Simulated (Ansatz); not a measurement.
# Fields on a plane of MoS2 (3R-MoS2 type, space group R3m)

```
CELL_PARAMETERS angstrom
      1.57655     0.91022     5.99710
     -1.57655     0.91022     5.99710
      0.00000    -1.82045     5.99710
ATOMIC_POSITIONS crystal
  Mo 0.00002 0.00002 0.00002
  S  0.75355 0.75355 0.75355
  S  0.57974 0.57974 0.57974
```

The slice is a (1 -1 0 2) plane (indices of the conventional cell) through the point (0.580, 0.580, 0.580) (fractional), spanned by u = [1 0 -1] and v = [010] in vectors of this cell: u (3.15 Å) and v (6.27 Å, at 90° to u). It covers one period; positions are fractions (u, v).

Atoms on it: S at (0.00, 0.00). Other atoms lie within 1 Å of the plane.

Method: PBE-D3(BJ) (plane waves to 420 eV, PAW, scalar-relativistic; Ansatz, an electronic-structure program). k mesh 12×12×12. Near the nuclei the fields are pseudised (PAW); where an atom keeps semicore shells as valence, they peak there. MoS2 is run without spin polarisation. MoS2 was relaxed with its symmetry unable to fall. This is one of several known forms of MoS2; the measured ambient cells at hand have space group No. 194.

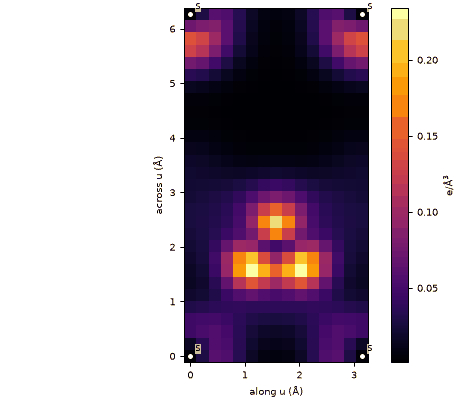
*Density of the highest valence band (whole band, smooth part) in e/Å³, one period of the plane, atoms marked. *

```
|####%%####**++++++**####%%##|
|%%%%%%####**++++++**####%%%%|
|%%%%####**++++==++++**####%%|
|######**++++======++++**####|
|******++++==========++++****|
|++++++++====------====++++++|
|++========----------========|
|==========----------========|
|============================|
|++++++++==============++++++|
|****++++++++======++++++++**|
|********++++++++++++++******|
|####******++++++++++******##|
|######******************####|
|########**************######|
|############################|
|############%%%%%%##########|
|****######%%@@@@@@%%######**|
|******##%%@@@@@@@@@@%%##****|
|******##%%@@@@@@@@@@%%##****|
|******##%%@@@@@@@@@@%%##****|
|******####%%@@@@@@%%####****|
|##########%%%%%%%%%%########|
|############################|
|%%%%######**********######%%|
|##%%%%####**********####%%%%|
|**##%%%%##**********##%%%%##|
|  **##%%##****++****##%%##**|
```
Scale: ten equal steps from -3.00 (start of ' ') to 0.77 (end of '@'), in the order ' .:-=+*#%@'. Values: log₁₀ of the valence density in e/Å³. The map has 14 points along u (two characters each, u = 0 at the left) and 28 along v (v = 0 in the bottom row). The scale is logarithmic, as a density can span decades between atoms and voids; values under 0.001 e/Å³ are set to 0.001.
